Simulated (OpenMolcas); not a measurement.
# In²⁺: multiconfigurational calculation

In²⁺. Computed at this level: state-averaged SS-CASPT2, IPEA shift 0.25, imaginary shift 0.1 hartree, closed shells 4d correlated, active space 1 electron in the shells 5s 5p 6s 6p, basis ANO-RCC-VDZP, DKH2 scalar Hamiltonian, spin-orbit coupling by RASSI with atomic mean-field integrals (OpenMolcas).

**The program's output (extracts)**
```
--- CASPT2 ---
Orbital specifications:
      -----------------------

      Symmetry species                           1   2
                                                ag  au
      Frozen orbitals                            9   9
      Inactive orbitals                          5   0
      Active orbitals                            2   6
      Secondary orbitals                         5   7
      Deleted orbitals                           0   0
      Number of basis functions                 21  22
Type of calculation                        SS-CASPT2
      Fock operator                              state-specific
      IPEA shift                                 0.25
      Real shift                                 0.00
      Imaginary shift                            0.10
      The input orbitals will be transformed to quasi-canonical
Reference energy:       -5876.2571887699
      E2 (Non-variational):      -0.3161670512
      Shift correction:          -0.0001141251
      E2 (Variational):          -0.3162811763
      Total energy:           -5876.5734699463
      Residual norm:              0.0000000008
      Reference weight:           0.94528
      Contributions to the CASPT2 correlation energy
      Active & Virtual Only:         -0.0000000000
      One Inactive Excited:          -0.0371717263
      Two Inactive Excited:          -0.2789953249
::    CASPT2 Root  1     Total energy:  -5876.57346995
--- CASPT2 ---
Orbital specifications:
      -----------------------

      Symmetry species                           1   2
                                                ag  au
      Frozen orbitals                            9   9
      Inactive orbitals                          5   0
      Active orbitals                            2   6
      Secondary orbitals                         5   7
      Deleted orbitals                           0   0
      Number of basis functions                 21  22
Type of calculation                        MS-CASPT2
      Fock operator                              state-specific
      IPEA shift                                 0.25
      Real shift                                 0.00
      Imaginary shift                            0.10
      The input orbitals will be transformed to quasi-canonical
Reference energy:       -5875.9928066883
      E2 (Non-variational):      -0.3027969861
      Shift correction:          -0.0001072138
      E2 (Variational):          -0.3029041998
      Total energy:           -5876.2957108881
      Residual norm:              0.0000000040
      Reference weight:           0.94838
      Contributions to the CASPT2 correlation energy
      Active & Virtual Only:          0.0000000000
      One Inactive Excited:          -0.0247663430
      Two Inactive Excited:          -0.2780306431
Reference energy:       -5875.9928066879
      E2 (Non-variational):      -0.3027969789
      Shift correction:          -0.0001072137
      E2 (Variational):          -0.3029041926
      Total energy:           -5876.2957108805
      Residual norm:              0.0000000040
      Reference weight:           0.94838
      Contributions to the CASPT2 correlation energy
      Active & Virtual Only:         -0.0000000000
      One Inactive Excited:          -0.0247663358
      Two Inactive Excited:          -0.2780306431
::    CASPT2 Root  1     Total energy:  -5876.29571089
::    CASPT2 Root  2     Total energy:  -5876.29571088
::    CASPT2 Root  3     Total energy:  -5876.29571089
::    MS-CASPT2 Root  1     Total energy:  -5876.29571089
::    MS-CASPT2 Root  2     Total energy:  -5876.29571089
::    MS-CASPT2 Root  3     Total energy:  -5876.29571088
```

**Spin-orbit levels, grouped by J and assigned**

| Configuration | Level | E (eV) | LS purity (%) | Landé g |
| --- | --- | --- | --- | --- |
| 5s | ²S₁/₂ | 0 | 100 | 2.002 |
| 5p | ²P°₁/₂ | 7.225 | 100 | 0.666 |
| 5p | ²P°₃/₂ | 7.725 | 100 | 1.334 |

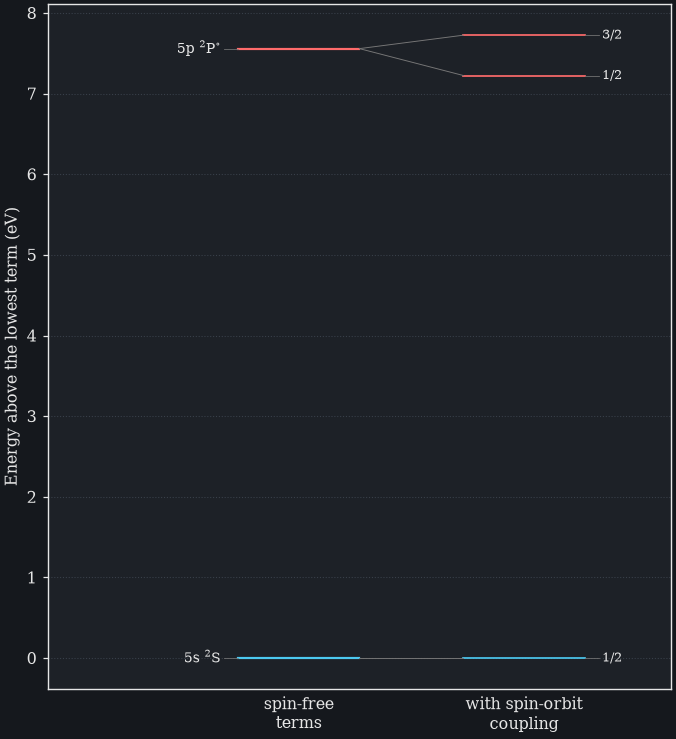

*Terms of In²⁺ (indium, Z = 49) without and with spin-orbit coupling; numbers at the right are J.*

5s ²S (at 0) gives the one level J = 1/2; 5p ²P° (at 7.56 eV) splits over 0.500 eV into J = 1/2, 3/2 from the bottom up (normal). The ground level lies 0 below the lowest term.

**Input**
```
&GATEWAY
Coord
1

In 0.0 0.0 0.0
Basis=ANO-RCC-VDZP
Group=XYZ
NoMove
AngMom=0.0 0.0 0.0
AMFI
&SEWARD
&RASSCF
FileOrb=start.orb
Symmetry=1
Spin=2
nActEl=1 0 0
Inactive=14 9
Ras2=1 3
CIRoot=1 1 1
SDav=1
CIMx=300
Iter=120 100
PrWF=0.3
OrbListing=Nothing
MaxOrb=0
Atom
>>> COPY $Project.JobIph JOBPRE
&RASSCF
FileOrb=start.orb
Symmetry=1
Spin=2
nActEl=1 0 0
Inactive=14 9
Ras2=2 6
CIRoot=1 1 1
SDav=2
CIMx=300
Iter=120 100
PrWF=0.3
OrbListing=Nothing
MaxOrb=0
Atom
>>> COPY $Project.JobIph JOB001
&RASSCF
FileOrb=start.orb
Symmetry=2
Spin=2
nActEl=1 0 0
Inactive=14 9
Ras2=2 6
CIRoot=3 3 1
SDav=6
CIMx=300
Iter=120 100
PrWF=0.3
OrbListing=Nothing
MaxOrb=0
Atom
>>> COPY $Project.JobIph JOB002
&RASSI
NrOfJobIphs=2 1 3
1
1 2 3
IphNames
JOB001
JOB002
EJob
SpinOrbit
DIPRint=1.0
SOCoupling=1000.0
Subsets=2
MEES
Property=10
'ANGMOM' 1 'ANGMOM' 2 'ANGMOM' 3 'MLTPL  1' 1 'MLTPL  1' 2 'MLTPL  1' 3
'AMFI' 1 'AMFI' 2 'AMFI' 3 'MLTPL  2' 6
SOProperty=3
'ANGMOM' 1 'ANGMOM' 2 'ANGMOM' 3
>>> COPY JOB001 $Project.JobIph
&CASPT2
Multistate=1 1
Frozen=9 9
IPEA=0.25
Imaginary=0.1
MaxIter=60
WThr=0.0 0.3 0.05
PrWF=0.5
NoMix
>>> COPY JOB002 $Project.JobIph
&CASPT2
Multistate=3 1 2 3
Frozen=9 9
IPEA=0.25
Imaginary=0.1
MaxIter=60
WThr=0.0 0.3 0.05
PrWF=0.5
NoMix
```

The file start.orb holds starting orbitals from an earlier step. A driver script formed the levels outside the program, from RASSI's spin-orbit matrix and the CASPT2 energies (for multi-state variants, the effective Hamiltonian), averaged over the components of each term or state. The log and the time are those of the CASPT2 step.

Command:
```bash
OMP_NUM_THREADS=1 MOLCAS_MEM=2252 MOLCAS_PROJECT=a pymolcas a.inp > a.log  # once for each step of the input, in one work folder
```

**Results in brief**

| quantity | value |
| --- | --- |
| outcome | converged |
| lowest level | 5s ²S₁/₂ |
| first excited level | 5p ²P°₁/₂, 58,271 cm⁻¹ (measured: 57,181) |
| energy of the lowest spin-free term | −5876.57347 hartree |
| energy of the lowest spin-orbit level | −5876.57347 hartree |
| CASPT2 correlation energy | −0.3163 hartree |
| largest spread among components of a term | 0.0 cm⁻¹ |
| lowest reference weight | 0.945 |
| hardware | 1 CPU thread, shared host |
| wall time | 0.63 s |

**Remarks**

The run is of multi-state type; this report uses its single-state energies. To bear in mind: extra active shells serve correlation only, their own levels not computed.
